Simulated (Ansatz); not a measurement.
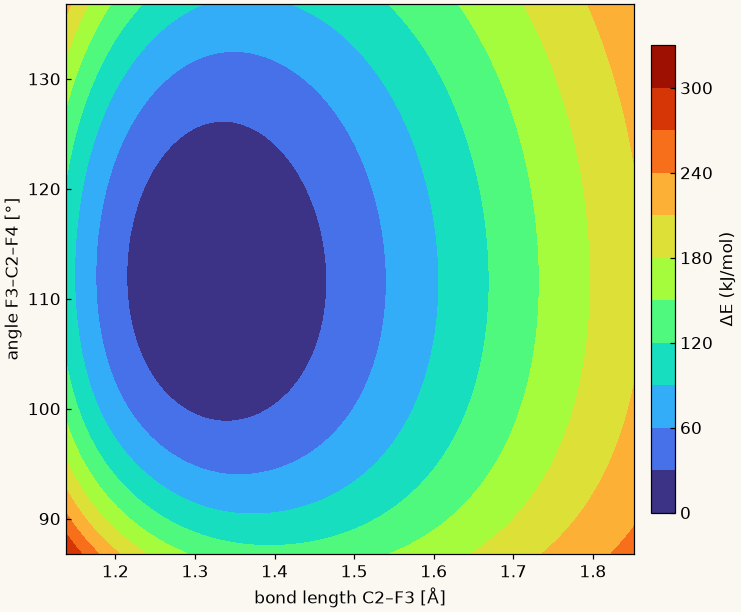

Energy landscape of CBF2, SMILES [B]=C(F)F, spin multiplicity 2. 
- First axis: bond length C2–F3. Second axis: angle F3–C2–F4.
- Nothing is relaxed (all other coordinates rigid).
- The grid has 9 × 9 points.
- Energies are in kJ/mol, from the relaxed molecule at the same level.
- Level of theory: UKS PBE-D4/def2-SVP (Ansatz).

Drawn: filled contours. Between grid points the surface is interpolated. 

Describe this landscape.

The lowest grid point is at bond length C2–F3 = 1.316 Å, angle F3–C2–F4 = 111.8°, 0.09 kJ/mol from the relaxed molecule at the same level. No other kind of well shows on this grid. The highest grid point, bond length C2–F3 = 1.138 Å, angle F3–C2–F4 = 86.8°, lies 303 kJ/mol above the lowest. Round the minimum the two coordinates are nearly uncoupled.

Time for the 81 points that were run: 19 min on 1 thread of Arm Neoverse N1, with other jobs on the host.
